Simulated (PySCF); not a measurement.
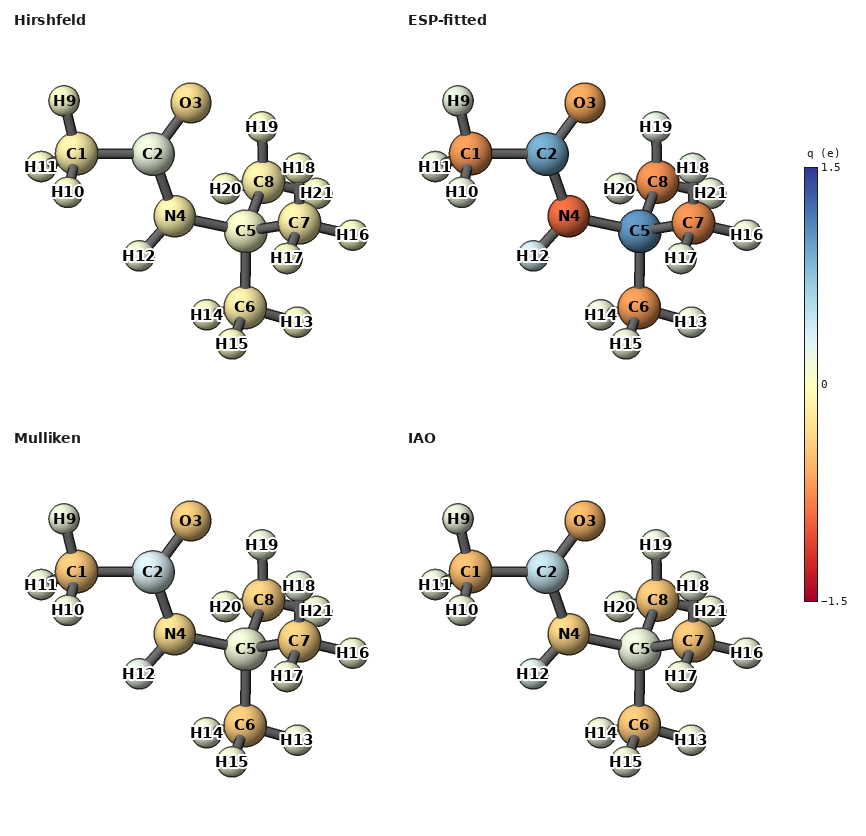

Atomic charges of one calculation by 4 schemes, on one colour scale. The geometry was computed by an optimisation with PBE0-D3(BJ)/def2-SVP. No frequency run is at hand to confirm it as a minimum. Computed with PBE0/def2-TZVP (PySCF 2.14.0).

> Which scheme gives the most polar picture (largest mean size of the charges)?

The ESP-fitted charges are the largest in size here, and the Hirshfeld charges the smallest.

> On which atom do the schemes disagree most?

On C5 (from 0.07 to 1.00 e).

List the charges (e), one line for each set of equivalent atoms. Atoms whose distances differ by more than 0.02 Å in this geometry are listed apart.

```
atom  Hirshfeld  ESP-fitted  Mulliken    IAO
  C1      −0.13       −0.67     −0.42  −0.49
  C2       0.17        0.87      0.32   0.44
  O3      −0.28       −0.61     −0.39  −0.52
  N4      −0.11       −0.88     −0.29  −0.36
  C5       0.07        1.00      0.14   0.16
  C6      −0.12       −0.66     −0.41  −0.43
  C7      −0.13       −0.71     −0.37  −0.43
  C8      −0.13       −0.71     −0.37  −0.43
  H9       0.06        0.19      0.15   0.18
 H10       0.05        0.17      0.14   0.16
 H11       0.05        0.17      0.13   0.16
 H12       0.13        0.36      0.22   0.27
 H13       0.05        0.16      0.13   0.15
 H14       0.04        0.15      0.13   0.14
 H15       0.04        0.15      0.13   0.14
 H16       0.04        0.15      0.11   0.14
 H17       0.04        0.15      0.11   0.14
 H18       0.04        0.20      0.17   0.17
 H19       0.04        0.20      0.17   0.17
 H20       0.04        0.16      0.11   0.14
 H21       0.04        0.15      0.11   0.14
```
